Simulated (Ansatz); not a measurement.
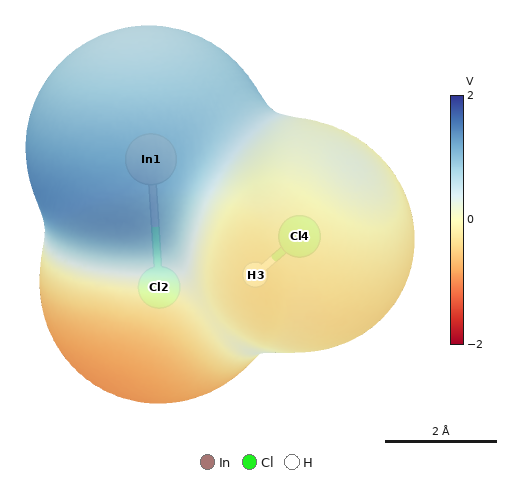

The picture shows: ClIn···HCl. The molecular electrostatic potential painted on the density surface at 0.001 e/bohr³, seen at a tilt; the colour scale runs from red (negative) to blue (positive).

The reactant side of a reaction path; geometry: PBE0-D4/def2-TZVP; core potentials replace the inner electrons of In.

These are results of RKS PBE0-D4/def2-TZVPP (Ansatz), not measurements.

> Describe the electrostatic potential map.

The most negative region (about −0.9 V) lies over Cl2, the most positive (about +1.5 V) over In1.
